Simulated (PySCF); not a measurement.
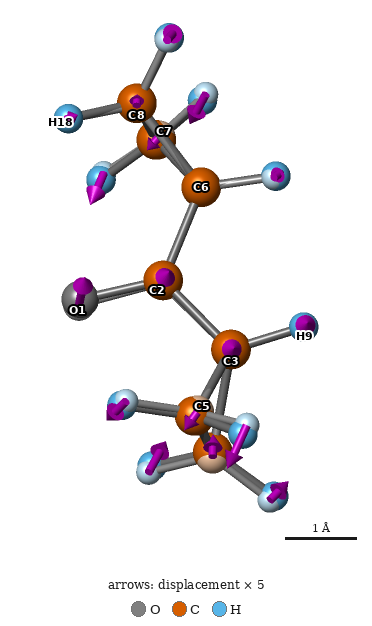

A relaxation of C7H10O. The starting structure is drawn faded, the final one solid; purple arrows show the displacements, 5 times their true length. The two geometries are superimposed by the best rigid fit.

Style: ball-and-stick. Shown from a free direction.

The start comes from GFN2-xTB. Its atoms were then displaced at random by about 0.01 Å.

Theory: PBE0-D3(BJ)/def2-TZVP geometry optimisation, gas phase in PySCF 2.14.0, density-fitted response routines. 

Question: Describe the change and its energy.

Answer: After 5 geometry steps the energy has fallen by 11.3 kJ/mol. The largest move after the best rigid fit is that of the O atom, 0.15 Å. Largest moves by element: O 0.15 Å, H 0.14 Å, C 0.09 Å. Among the contacts that change: C–H 1.036 → 1.082 Å, C–C 1.548 → 1.511 Å, C–C 1.494 → 1.511 Å, C–H 1.096 → 1.083 Å. Among the angles between lasting bonds that change: H–C–H 113.1° → 116.1°, O–C–C 123.9° → 121.5°, C–C–H 113.0° → 115.1°. Cost: 8.1 min on 2 threads of Intel(R) Xeon(R) Processor @ 2.50GHz, with other jobs on the host.
